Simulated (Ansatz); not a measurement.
```yaml
atoms:
  - { symbol: C, position_ang: [-2.0933, -0.8104, 0.4141] }
  - { symbol: In, position_ang: [-0.1456, -0.5050, 1.2519] }
  - { symbol: C, position_ang: [1.2631, 0.4026, -0.0089] }
  - { symbol: C, position_ang: [2.0626, 0.9346, -0.7606] }
  - { symbol: S, position_ang: [3.2627, 1.6539, -1.6802] }
  - { symbol: H, position_ang: [-2.0519, -1.6430, -0.2918] }
  - { symbol: H, position_ang: [-2.4029, 0.0801, -0.1346] }
  - { symbol: H, position_ang: [-2.8307, -1.0398, 1.1825] }
  - { symbol: H, position_ang: [0.4005, -0.9231, 2.8245] }
  - { symbol: H, position_ang: [2.5354, 1.8501, -2.7969] }
```

Geometry: PBE0-D4/def2-TZVP; core potentials replace the inner electrons of In.

Level of theory: RKS PBE0-D4/def2-TZVPP in Ansatz 0.2.0.

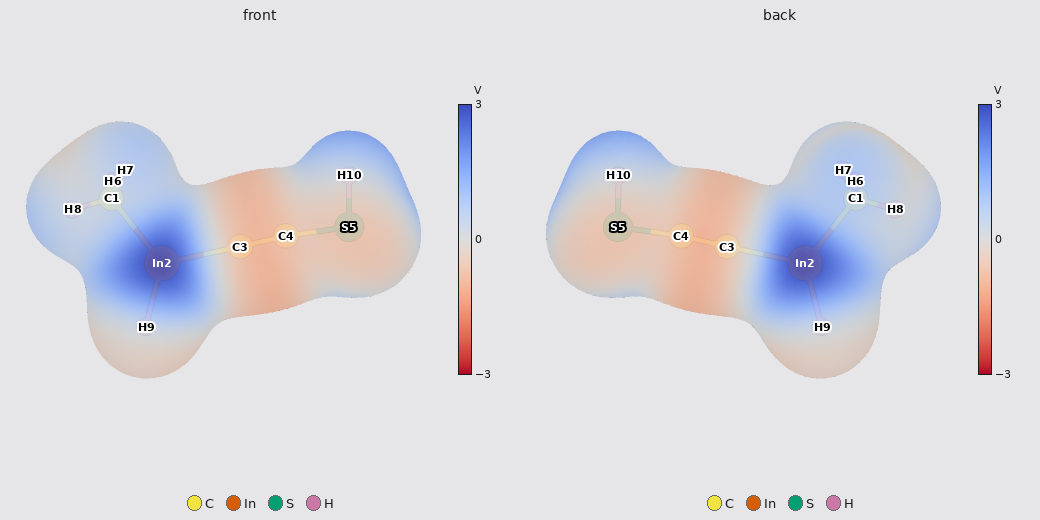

C3H5InS (SMILES [CH3][InH][C]#CS). The electrostatic potential painted on the density surface at 0.002 e/bohr³, seen from the front and from behind; red is negative and blue positive.

Which sites attract a positive test charge, and which a negative one?

A positive charge is drawn to the negative regions and a negative charge to the positive ones. The most negative region (about −0.9 V) lies over C3 and C4, the most positive (about +2.8 V) over In2.
